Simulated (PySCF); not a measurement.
Al(F)(OSiH3)2, SMILES [F][Al]([O][SiH3])[O][SiH3] (H6AlFO2Si2) at its B3LYP/def2-SVP optimised geometry (Å):

```
12

Al    -0.3260     1.0808     0.0000
F     -1.1247     2.5324     0.0000
O     -1.2264    -0.3366    -0.0005
Si    -2.2589    -1.6274    -0.0075
H     -2.4314    -2.1461     1.3805
H     -1.7055    -2.7145    -0.8659
H     -3.5921    -1.2247    -0.5424
O      1.3532     1.0808     0.0000
Si     2.9949     1.2750    -0.0060
H      3.5673     0.7838     1.2810
H      3.3499     2.7145    -0.1732
H      3.5921     0.4986    -1.1308
```

Method: PySCF with B3LYP/def2-TZVP.

Map of the log10 of the electron density (e/bohr³), floored at −4 on the plane z = 0.8 Å:

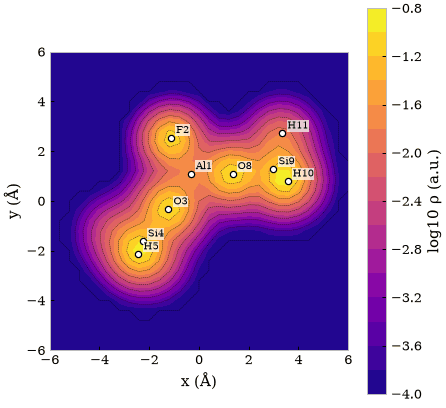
Log10 of the electron density (e/bohr³), floored at −4 on the plane z = 0.8 Å.
